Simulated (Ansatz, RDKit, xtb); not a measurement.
**Solving CH7SiSn, step by step**

Given the formula CH7SiSn (odd number of electrons) and nothing else, which arrangement of the atoms is the most stable in the gas at 298.15 K, and what are its properties?

Plan: many cheap relaxations first (GFN2-xTB), then density-functional screening, relaxation at PBE0-D3(BJ)/def2-SVP, vibrations and a final energy. The numbers are computed, not measured.

5 further runs of the same task are left out: 5 set aside as unsound or not needed.

### Step 1. Possible bonding patterns

A program enumerates the bonding patterns with one Lewis structure each (two rings at most, one unusual centre or charged pair), with their diastereomers. O–O, O–halogen and N–halogen bonds and N–N–N chains are not drawn. That gives 9 candidates.

```
label             SMILES     spin
 c253  [CH2][SiH2][SnH3]  doublet
 c292      C[SiH2][SnH2]  doublet
 c299   [CH3][SnH][SiH3]  doublet
 c461  [SiH2][CH2][SnH3]  doublet
 c469       C[SiH][SnH3]  doublet
 c577  [SiH3][CH2][SnH2]  doublet
 c611  [CH3][SnH2][SiH2]  doublet
 c651   [SiH3][CH][SnH3]  doublet
 c973  [CH2][SnH2][SiH3]  doublet
```

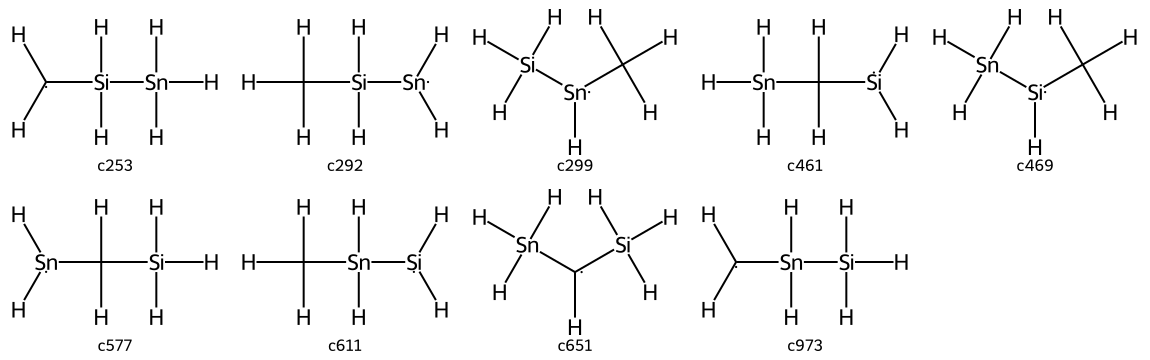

Structural formulas of the candidates.

Candidates are built by distance geometry, with a force field where one applies, in up to four conformers (letters a to d). 6 starts with atoms placed at random are added, to find patterns that the rules miss.

Q: Predict the outcome of this search (final energies at CCSD(T)/def2-SVP + MP2/def2-TZVPP - MP2/def2-SVP).

| quantity | value |
| --- | --- |
| lowest structure found | C[SiH2][SnH2], doublet, Cs |
| next finalist | [CH3][SnH][SiH3], doublet, 2.7 kcal/mol higher in G |
| share at equilibrium, among the finalists | 99.0 % |
| harmonic wavenumbers, lowest and highest (PBE0-D3(BJ)/def2-SVP) | 69 and 3176 cm⁻¹ |
| rotational constants, same geometry | 0.4277, 0.05551, 0.05167 cm⁻¹ |
| dipole moment (PBE0/def2-TZVPD) | 1.07 D |
| HOMO energy (highest over α and β) (PBE0/def2-TZVPD) | -5.80 eV |
| LUMO energy (lowest over α and β) (PBE0/def2-TZVPD) | -2.93 eV |
| vertical ionisation energy (to the singlet cation) | 7.70 eV |
| vertical electron affinity | 1.31 eV |
| vertical quartet less doublet | +5.59 eV |

The search ends on `C[SiH2][SnH2]`. The margin, 2.7 kcal/mol, is modest. GFN2-xTB, r2SCAN-D4/def2-SVP, PBE0-D3(BJ)/def2-SVP, HF/def2-SVP and MP2/def2-SVP already put its bonding pattern lowest among the structures in one piece; HF/STO-3G favours the doublet C[SiH][SnH3] (c469a, not a finalist). Spin-orbit coupling, which matters for elements this heavy, is left out. The search is not exhaustive (a finite list of starts, one conformer a finalist), so a lower isomer can't be ruled out. Patterns outside the rules of the enumeration were met only by chance.
